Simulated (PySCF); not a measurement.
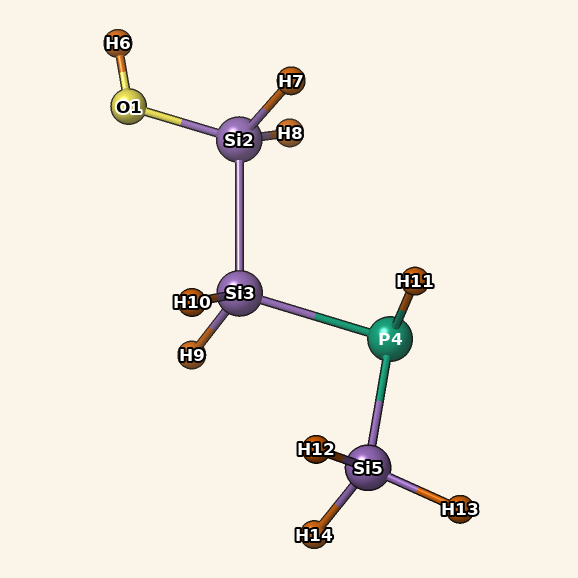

The geometry was computed by an optimisation with PBE0-D3(BJ)/def2-SVP. No frequency run is at hand to confirm it as a minimum. Method: delta-SCF UKS SCAN, pcX-2 on the ionised atom, pcseg-1 elsewhere, non-relativistic (PySCF 2.14.0).

Give the core-electron binding energies (to vacuum; p and d levels without spin–orbit splitting) of O1 1s, Si2 1s, Si2 2p, Si3 1s, Si3 2p, P4 1s, P4 2p, Si5 1s, Si5 2p.

```
atom  level  binding energy (eV)
  O1     1s                538.2
 Si2     1s               1842.5
 Si2     2p                107.3
 Si3     1s               1841.7
 Si3     2p                106.6
  P4     1s               2143.5
  P4     2p                136.2
 Si5     1s               1842.1
 Si5     2p                107.0
```
